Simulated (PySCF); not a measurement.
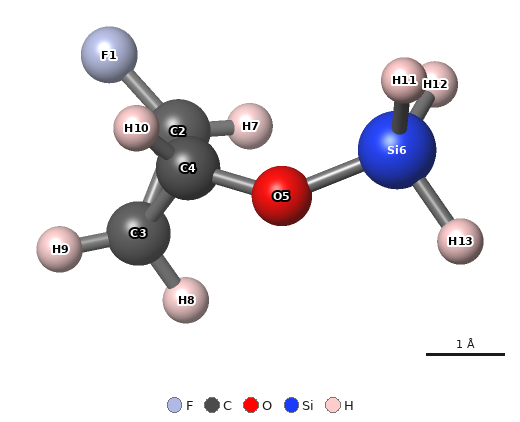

Fig. 1: The structure as given in the input (ball-and-stick view, seen at a tilt; atoms are numbered from 1 in the order of the input). Bond lengths as drawn: C–C 1.47 to 1.50 Å, C–F 1.35 Å, C–H 1.05 to 1.15 Å, C–O 1.37 Å, H–Si 1.45 to 1.59 Å and O–Si 1.61 Å.

## What a change does: NMR shielding calculation on C3H7FOSi

System: C3H7FOSi.
Method of run A: GIAO PBE0/pcSseg-1 NMR shielding, non-relativistic, gas phase (PySCF 2.14.0).

The geometry comes from this level: GFN2-xTB, MD frame at 250 fs, 200 K. Text and figures count atoms from 1; the logs count them from 0 in places.

**Input file, run A**
```
{"job": {"kind": "nmr", "xc": "PBE0", "basis": "pcSseg-1", "pop": false}, "charge": 0, "multiplicity": 1}
F     -1.835900     1.822600     0.006100
C     -1.141900     0.787200    -0.503600
C     -1.681300    -0.561500    -0.284000
C     -0.525400    -0.102100     0.540200
O      0.712500    -0.660800     0.351100
Si     2.192200    -0.193400    -0.079500
H     -0.525200     0.970100    -1.355300
H     -1.468400    -1.278500    -1.158400
H     -2.588200    -0.740600     0.206900
H     -0.745900     0.209700     1.561700
H      2.975300     0.261400     1.231200
H      2.321300     0.928000    -1.030700
H      2.790500    -1.413200    -0.592700
```

The first line tells a small driver script what to run in PySCF; the rest is the geometry in Å.

Launched with:
```bash
OMP_NUM_THREADS=1 python <driver script> task.json out
```

Hardware: 1 CPU thread, shared host.

**Output (run A)**
```
coarse grid: 11400 points
cycle   1  E = -582.4246541305  dE =  8.948e-01  |g| = 7.312e-01  |ddm| = 3.182e+00
cycle   2  E = -582.3083133891  dE =  1.163e-01  |g| = 1.097e+00  |ddm| = 1.309e+00
cycle   3  E = -582.5139899686  dE = -2.057e-01  |g| = 1.003e-01  |ddm| = 8.990e-01
cycle   4  E = -582.5156280037  dE = -1.638e-03  |g| = 4.586e-02  |ddm| = 1.146e-01
cycle   5  E = -582.5160065613  dE = -3.786e-04  |g| = 7.739e-03  |ddm| = 3.801e-02
cycle   6  E = -582.5160140109  dE = -7.450e-06  |g| = 3.430e-03  |ddm| = 7.357e-03
cycle   7  E = -582.5160164101  dE = -2.399e-06  |g| = 3.258e-04  |ddm| = 2.624e-03
final grid: 105968 points
cycle   8  E = -582.5680978414  dE = -2.747e-05  |g| = 9.511e-03  |ddm| = 2.272e-02
cycle   9  E = -582.5680788190  dE =  1.902e-05  |g| = 1.417e-02  |ddm| = 1.517e-02
cycle  10  E = -582.5681144727  dE = -3.565e-05  |g| = 8.981e-04  |ddm| = 9.252e-03
cycle  11  E = -582.5681146380  dE = -1.653e-07  |g| = 2.359e-04  |ddm| = 9.724e-04
cycle  12  E = -582.5681146487  dE = -1.066e-08  |g| = 8.693e-05  |ddm| = 2.552e-04
cycle  13  E = -582.5681146498  dE = -1.073e-09  |g| = 2.196e-05  |ddm| = 6.879e-05
cycle  14  E = -582.5681146498  dE = -7.890e-11  |g| = 3.261e-06  |ddm| = 2.241e-05
converged SCF energy = -582.5681146498

GIAO shielding tensors (ppm)
atom      isotropic    diamagn.    paramagn.     s11        s22        s33       span
  0 F      410.365     469.792     -59.426    368.136    411.019    451.942     83.806
  1 C      116.327     250.342    -134.015     67.289     83.662    198.031    130.743
  2 C      164.132     256.770     -92.639    138.363    152.922    201.111     62.748
  3 C      132.264     243.277    -111.013     92.190    101.003    203.600    111.410
  4 O      323.184     396.598     -73.414    281.413    336.855    351.285     69.872
  5 Si     396.742     879.012    -482.270    351.619    363.277    475.330    123.710
  6 H       27.829      31.874      -4.045     23.879     27.864     31.745      7.866
  7 H       29.216      28.944       0.272     24.528     26.364     36.755     12.227
  8 H       30.754      31.100      -0.347     25.939     27.645     38.676     12.737
  9 H       28.052      29.849      -1.798     22.119     28.283     33.753     11.634
 10 H       25.394      27.077      -1.683     22.334     23.612     30.236      7.902
 11 H       26.416      29.357      -2.941     23.188     25.277     30.783      7.595
 12 H       26.958      29.082      -2.124     23.186     25.040     32.648      9.462
```

The input of run B differs as follows (lines with − go, lines with + come):
```diff
-F     -1.835900     1.822600     0.006100
-C     -1.141900     0.787200    -0.503600
-C     -1.681300    -0.561500    -0.284000
-C     -0.525400    -0.102100     0.540200
-O      0.712500    -0.660800     0.351100
-Si     2.192200    -0.193400    -0.079500
-H     -0.525200     0.970100    -1.355300
-H     -1.468400    -1.278500    -1.158400
-H     -2.588200    -0.740600     0.206900
-H     -0.745900     0.209700     1.561700
-H      2.975300     0.261400     1.231200
-H      2.321300     0.928000    -1.030700
-H      2.790500    -1.413200    -0.592700
+F     -2.004100     1.432700     0.923400
+C     -1.462600     0.484700     0.042900
+C     -1.426300    -0.947600     0.640400
+C     -0.139300    -0.175300     0.428300
+O      0.745800    -0.456800    -0.550300
+Si     2.160700     0.239200    -0.800900
+H     -1.904100     0.680400    -0.953100
+H     -1.550600    -1.764200    -0.083800
+H     -1.830400    -1.004000     1.614000
+H      0.316500     0.320700     1.257500
+H      3.138500     0.112100     0.403900
+H      1.947100     1.788700    -0.802400
+H      2.433500    -0.305300    -2.115600
```

How does run B compare with run A?

With the same method and basis, run B lies 5.2 kcal/mol higher. The HOMO goes from −7.59 to −7.44 eV. The LUMO goes from 0.48 to 0.12 eV. The dipole moment goes from 1.07 to 1.56 D. Of all shieldings, the largest change is that of F1, by −19.5 ppm. The SCF takes 13 iterations against 14.

**Output (run B)**
```
coarse grid: 11400 points
cycle   1  E = -582.4110260167  dE =  7.659e-01  |g| = 7.504e-01  |ddm| = 3.164e+00
cycle   2  E = -582.2934035149  dE =  1.176e-01  |g| = 1.125e+00  |ddm| = 1.357e+00
cycle   3  E = -582.5055112921  dE = -2.121e-01  |g| = 8.113e-02  |ddm| = 9.200e-01
cycle   4  E = -582.5065915118  dE = -1.080e-03  |g| = 3.999e-02  |ddm| = 1.005e-01
cycle   5  E = -582.5069186347  dE = -3.271e-04  |g| = 7.892e-03  |ddm| = 3.686e-02
cycle   6  E = -582.5069274750  dE = -8.840e-06  |g| = 3.381e-03  |ddm| = 8.116e-03
cycle   7  E = -582.5069296903  dE = -2.215e-06  |g| = 4.337e-04  |ddm| = 2.718e-03
final grid: 105968 points
cycle   8  E = -582.5598093337  dE = -2.654e-05  |g| = 9.945e-03  |ddm| = 2.545e-02
cycle   9  E = -582.5597885019  dE =  2.083e-05  |g| = 1.489e-02  |ddm| = 1.647e-02
cycle  10  E = -582.5598276227  dE = -3.912e-05  |g| = 8.260e-04  |ddm| = 9.880e-03
cycle  11  E = -582.5598277543  dE = -1.316e-07  |g| = 2.200e-04  |ddm| = 8.736e-04
cycle  12  E = -582.5598277643  dE = -9.944e-09  |g| = 7.246e-05  |ddm| = 2.498e-04
cycle  13  E = -582.5598277651  dE = -8.401e-10  |g| = 2.373e-05  |ddm| = 6.488e-05
converged SCF energy = -582.5598277651

GIAO shielding tensors (ppm)
atom      isotropic    diamagn.    paramagn.     s11        s22        s33       span
  0 F      390.874     471.004     -80.130    339.152    391.330    442.141    102.989
  1 C      104.137     247.030    -142.893     38.377     72.553    201.480    163.103
  2 C      166.981     255.452     -88.470    146.124    151.289    203.530     57.405
  3 C      128.814     243.938    -115.125     86.855    106.557    193.029    106.174
  4 O      321.919     396.167     -74.248    284.296    329.644    351.816     67.521
  5 Si     386.775     879.649    -492.874    333.444    349.069    477.811    144.367
  6 H       25.910      29.615      -3.706     21.676     25.975     30.078      8.402
  7 H       30.176      29.846       0.330     25.548     27.281     37.698     12.150
  8 H       31.093      30.835       0.259     26.083     27.725     39.472     13.389
  9 H       28.475      31.479      -3.004     22.687     29.157     33.581     10.893
 10 H       25.370      27.528      -2.158     22.252     23.944     29.914      7.661
 11 H       25.563      28.524      -2.961     22.394     24.693     29.602      7.208
 12 H       26.728      29.178      -2.450     22.873     24.731     32.580      9.707
```

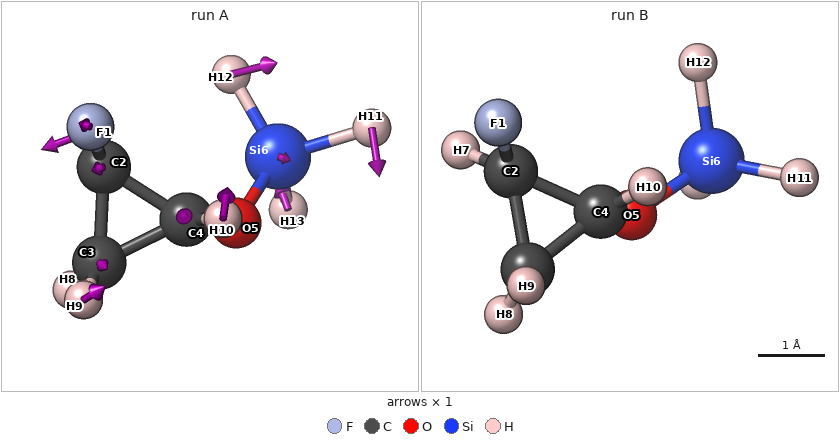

Fig. 2: The two input geometries at one scale (ball-and-stick view, seen at a tilt). The pink arrows on the first give the shifts of the atoms after the best rigid fit, at true length. The largest move after the best rigid fit is that of H12, 0.99 Å. By element the largest moves are H 0.99 Å, O 0.59 Å, C 0.36 Å, F 0.25 Å, Si 0.22 Å. Among the contacts that change: Si6–H12 1.476 → 1.564 Å, C2–C3 1.469 → 1.552 Å, F1–C2 1.347 → 1.403 Å, C3–H8 1.151 → 1.099 Å.

**The two runs side by side**

| quantity | run A | run B |
| --- | --- | --- |
| outcome | converged | converged |
| total energy (hartree) | −582.568115 | −582.559828 |
| HOMO (eV) | −7.59 | −7.44 |
| LUMO (eV) | 0.48 | 0.12 |
| dipole moment (D) | 1.07 | 1.56 |
| shielding of F1 (ppm) | 410.4 | 390.9 |
| shielding of C2 (ppm) | 116.3 | 104.1 |
| shielding of C3 (ppm) | 164.1 | 167.0 |
| shielding of C4 (ppm) | 132.3 | 128.8 |
| shielding of O5 (ppm) | 323.2 | 321.9 |
| shielding of Si6 (ppm) | 396.7 | 386.8 |
| shielding of H7 (ppm) | 27.8 | 25.9 |
| SCF iterations | 14 | 13 |
| basis functions | 144 | 144 |
| wall time (shared host) | 29 s | 32 s |
